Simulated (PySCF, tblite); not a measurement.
Bond stretch in CN, doublet.

Levels of theory: GFN2-xTB, 300 K electronic temperature (tblite); UKS-PBE0 = unrestricted PBE0/6-31G (PySCF 2.14.0); ROKS-PBE = restricted open-shell PBE/6-31G (PySCF 2.14.0).

Energies are in kcal/mol, each relative to the lowest point of its own curve near equilibrium.

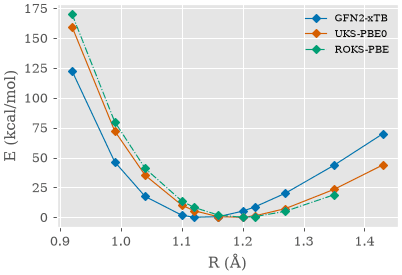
Figure: Energy against bond length for each method.

```json
[
 {"R / Å": "0.92", "GFN2-xTB": "122.5", "UKS-PBE0": "159.5", "ROKS-PBE": "170.0"},
 {"R / Å": "0.99", "GFN2-xTB": "46.4", "UKS-PBE0": "72.2", "ROKS-PBE": "80.0"},
 {"R / Å": "1.04", "GFN2-xTB": "17.4", "UKS-PBE0": "35.1", "ROKS-PBE": "40.9"},
 {"R / Å": "1.10", "GFN2-xTB": "1.7", "UKS-PBE0": "10.2", "ROKS-PBE": "13.7"},
 {"R / Å": "1.12", "GFN2-xTB": "0.0", "UKS-PBE0": "5.5", "ROKS-PBE": "8.3"},
 {"R / Å": "1.16", "GFN2-xTB": "0.5", "UKS-PBE0": "0.5", "ROKS-PBE": "1.8"},
 {"R / Å": "1.20", "GFN2-xTB": "5.1", "UKS-PBE0": "0.0", "ROKS-PBE": "0.0"},
 {"R / Å": "1.22", "GFN2-xTB": "8.6", "UKS-PBE0": "1.2", "ROKS-PBE": "0.5"},
 {"R / Å": "1.27", "GFN2-xTB": "20.1", "UKS-PBE0": "7.2", "ROKS-PBE": "5.0"},
 {"R / Å": "1.35", "GFN2-xTB": "43.5", "UKS-PBE0": "23.3", "ROKS-PBE": "18.8"},
 {"R / Å": "1.43", "GFN2-xTB": "69.9", "UKS-PBE0": "43.8", "ROKS-PBE": "—"}
]
```

At the longest distance, 1.43 Å, GFN2-xTB lies highest above its minimum (69.9 kcal/mol) and UKS-PBE0 lowest (43.8 kcal/mol).

A dash means that the run gave no value there, or that the column was ended at a point which the program doubted or which failed a test of continuity chosen for this set; such a test can also cut sound points.

The scan ran from 0.92 to 4.64 Å; beyond the distances shown one of the unrestricted levels run for this scan, shown here or not, changes its spin distribution in one step.
